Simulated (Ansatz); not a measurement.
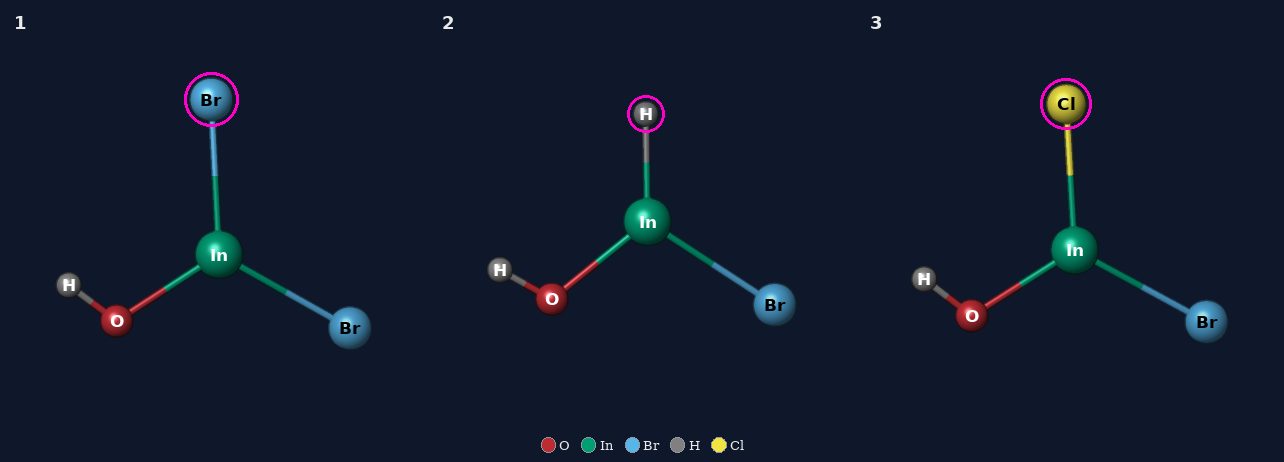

3 molecules with one skeleton, seen from the same side and at one scale; the atom that differs is circled. Each species is neutral and a spin singlet. Computed geometries: PBE0-D4/def2-TZVP optimisations, one conformation each. Properties computed with Ansatz 0.2.0. Elements past Kr carry core potentials.

One atom differs, called X below: Br in panel 1, H in panel 2, Cl in panel 3. Their formulas are Br2HInO (`[OH][In]([Br])[Br]`), BrH2InO (`[OH][InH][Br]`), BrClHInO (`[OH][In]([Cl])[Br]`).

Question: Rank them by the dipole moment, lowest first (r2SCAN-D4/def2-TZVPP).

Answer: 3 (Cl), 1 (Br), 2 (H).

Question: Rank them by the HOMO energy (Kohn–Sham orbital), lowest first (ωB97M-V/def2-SVP).

Answer: 3 (Cl), 1 (Br), 2 (H).

Give the values. With PBE0-D4/def2-TZVP: length of X–In (Å), angle O–In–X (°). With ωB97M-V/def2-SVP: HOMO energy (Kohn–Sham orbital) (eV), HOMO–LUMO gap (eV). With r2SCAN-D4/def2-TZVPP: dipole moment (D).

```csv
quantity,1 (Br),2 (H),3 (Cl)
length of X–In (Å),2.448,1.701,2.310
angle O–In–X (°),119.2,127.1,118.2
HOMO energy (Kohn–Sham orbital) (eV),−10.75,−10.20,−10.87
HOMO–LUMO gap (eV),10.25,10.41,10.46
dipole moment (D),1.17,3.35,1.00
```
